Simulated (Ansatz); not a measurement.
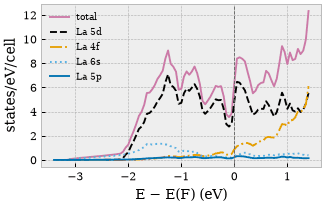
*Total and projected density of states of La (dhcp (α-La type), P6_3/mmc), PBE+D3(BJ) (plane waves, PAW; program Ansatz)*

**Question.** Which orbitals carry the states next to the Fermi level?

**Answer.** Within 0.5 eV of the Fermi level: La 5d 75 %, La 4f 15 %, La 6s 6 %. Projections are on Löwdin-orthogonalised atomic valence shells; empty p or d shells of many metals are not among them.

**Question.** Where is the tallest occupied peak in this window, and what makes it?

**Answer.** Near -1.2 eV, about 9.1 states/eV per cell; the largest projected share is La 5d.

The cell was relaxed with PBE+D3(BJ) under the symmetry of its start. The pairwise dispersion correction was not fitted to metals. Scalar-relativistic: spin–orbit coupling is off unless named, which matters more the heavier the elements.

Potentials: the earlier of the program's two PAW sets.
